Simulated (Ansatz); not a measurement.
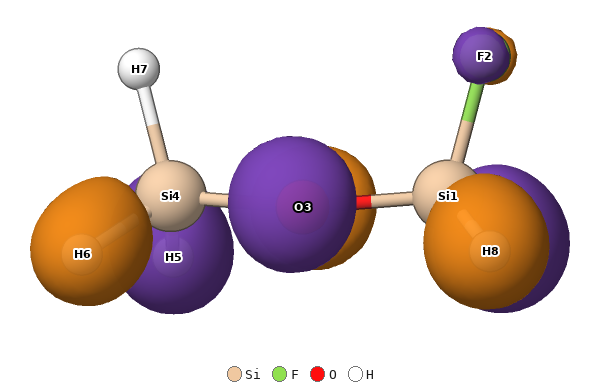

*FH5OSi2. The HOMO at ±0.15 Å⁻³ᐟ² (orange and purple are the two phases), seen at a tilt.*

These are results of Ansatz, RKS B3LYP/def2-SVP, not measurements.

```tsv
atom	x (Å)	y (Å)	z (Å)
Si	-0.1314	0.0265	-0.0004
F	-0.0986	-0.0075	1.6221
O	1.3385	-0.4087	-0.5826
Si	2.5819	-1.4652	-0.9109
H	2.0513	-2.6686	-1.6138
H	3.5660	-0.7730	-1.7858
H	3.2446	-1.8849	0.3551
H	-0.4210	1.4167	-0.4180
H	-1.1713	-0.9375	-0.4387
```

Q: Describe this orbital and give its energy.

A: By Hirshfeld shares it lies mainly on O3 (about 30 %), Si1 (about 15 %), H9 (about 15 %), Si4 (about 10 %), H5 (about 10 %) and H8 (about 10 %). Its energy is −8.60 eV.
